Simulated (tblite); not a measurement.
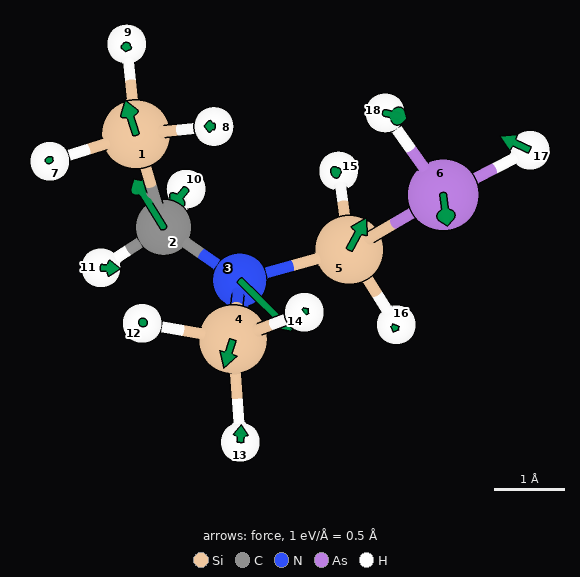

Starting geometry of CH$_{12}$AsNSi$_{3}$ with the computed forces as green arrows. A ball-and-stick model, seen from a free direction.

Computed with GFN2-xTB geometry optimisation, gas phase (tblite). 

Question: What follows when this structure is relaxed?

Answer: It isn't relaxed: the largest force vector, on C2, is 2.45 eV/Å. The final displacements have little in common with the starting forces (cosine between the two patterns 0.08). H9 moves most after the best rigid fit: 2.04 Å. Largest moves by element: H 2.04 Å, As 1.22 Å, Si 0.83 Å, N 0.46 Å, C 0.19 Å. Among the contacts that change: Si1–Si4 3.342 → 3.731 Å, As6–H18 1.583 → 1.501 Å, C2–N3 1.402 → 1.455 Å, As6–H17 1.551 → 1.506 Å. Among the angles between lasting bonds that change: H17–As6–H18 106.8° → 89.0°, Si5–As6–H17 107.0° → 90.3°, Si5–As6–H18 104.5° → 92.8°. Groups turn about N3–Si4 by about 70°, N3–Si5 by about 65°, Si1–C2 by about 40°. After 268 geometry steps the energy has fallen by 97.4 kJ/mol.
